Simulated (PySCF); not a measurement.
**F₂H₃PSi, SMILES `FP(F)[SiH3]`: what the electrons do**

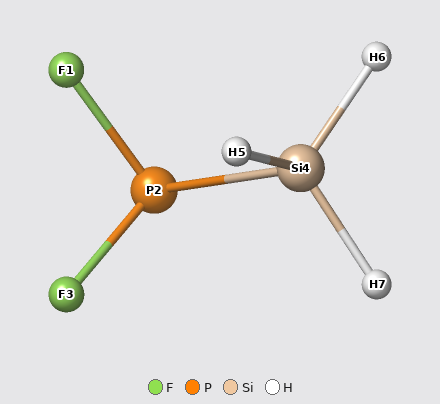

The molecule, with its atoms numbered as below. No frequency check shows the geometry to be a minimum.

Cartesian coordinates (Å):

```
F1       1.0797   -1.1926    0.4014
P2       0.5959   -0.0002   -0.6017
F3       1.0792    1.1932    0.4009
Si4     -1.5947   -0.0001    0.0867
H5      -1.6647    0.0010    1.5473
H6      -2.1886   -1.2111   -0.4782
H7      -2.1892    1.2097   -0.4787
```

### 1. Removing or adding an electron

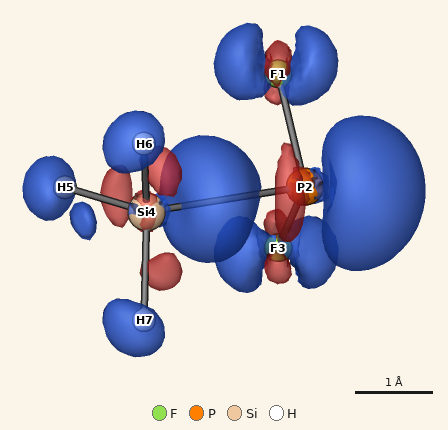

Fukui function f⁻ = ρ(N) − ρ(N−1) at fixed geometry, surfaces at ±0.03 e/Å³ (blue positive, red negative).

Method: LDA (SVWN)/def2-SVPD; geometry: GFN2-xTB; program: PySCF.

**On which atoms does the density change most on removal of an electron?**

f⁻ (Hirshfeld-condensed) is largest on P2 (0.37); the vertical ionisation energy is 9.63 eV. Condensed values hint at sites of electrophilic attack but needn't mark the atom that reacts. Orbital relaxation makes it negative in places (0.13 e in all).

```json
{"atom": "F1", "f⁻": "+0.12", "charge": "−0.16"}
{"atom": "P2", "f⁻": "+0.37", "charge": "+0.25"}
{"atom": "F3", "f⁻": "+0.12", "charge": "−0.16"}
{"atom": "Si4", "f⁻": "+0.19", "charge": "+0.21"}
{"atom": "H5", "f⁻": "+0.07", "charge": "−0.04"}
{"atom": "H6", "f⁻": "+0.06", "charge": "−0.05"}
{"atom": "H7", "f⁻": "+0.06", "charge": "−0.05"}
```

### 2. Localised orbitals

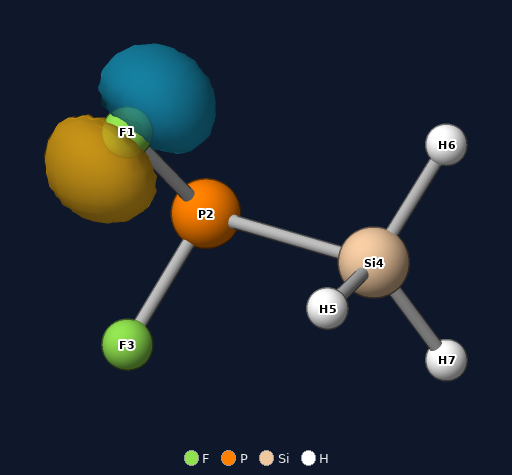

Pipek–Mezey orbitals, occupied; each surface holds about 80 % of the orbital's density. Energies are diagonal elements of the Fock matrix.

Level of theory: HF/6-31G* (PySCF), at a geometry from GFN2-xTB.

**What does this orbital represent?**

Lone pair on F1 (p-type) (F1 97 %; −17.9 eV).

### 3. Stretching a bond

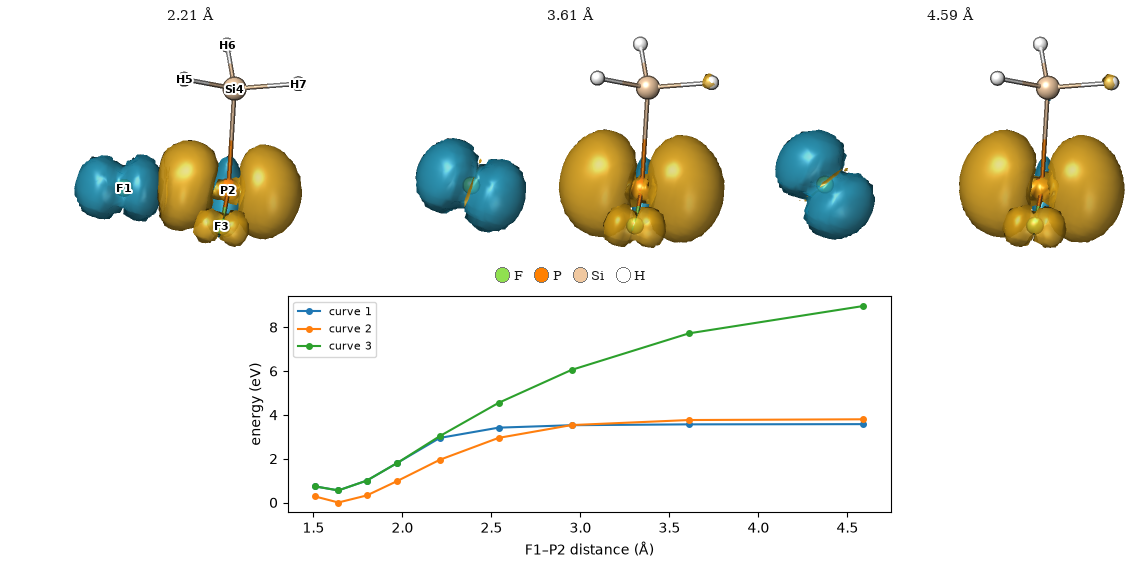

Rigid stretch of the F1–P2 bond. Broken-symmetry UHF spin density at ±0.03 e/Å³ (yellow: α, teal: β). Below: energies along the scan, from the lowest point of the three curves.

Method: def2-SVP basis; geometry: GFN2-xTB; program: PySCF.

**How does the broken-symmetry solution share the spin, and how far is it from a pure singlet?**

At 4.59 Å excess α spin lies mostly on P2 and excess β on F1; the two could be swapped at no cost. ⟨S²⟩ is 0.39 at 2.21 Å, 1.01 at 3.61 Å and 1.02 at 4.59 Å, against 0 for a pure singlet and 1 for an equal mix of singlet and triplet.

**Which curve is which method?**

Curve 1 is UHF. Curve 2 is CASSCF(2,2). Curve 3 is RHF. RHF rises too steeply because it keeps both electrons in one orbital and so mixes in ionic fragments.

**Where does the UHF solution part from RHF?**

Between 1.97 Å (⟨S²⟩ = 0, the two coincide) and 2.21 Å (⟨S²⟩ = 0.39); at 4.59 Å ⟨S²⟩ is 1.02 and UHF lies 5.4 eV below RHF.

**How much energy does the stretch cost?**

By CASSCF, 3.8 eV from the lowest point of the scan (1.64 Å) to 4.59 Å; RHF gives 8.4 eV from its own lowest point. The fragments aren't relaxed and dynamic correlation is missing, so this isn't a bond dissociation energy.

The PySCF runs shown took 9.2 min, 6.5 s and 5.8 min on 1 thread of Intel(R) Xeon(R) Processor @ 2.50GHz (Skylake/Cascade Lake) (shared host).
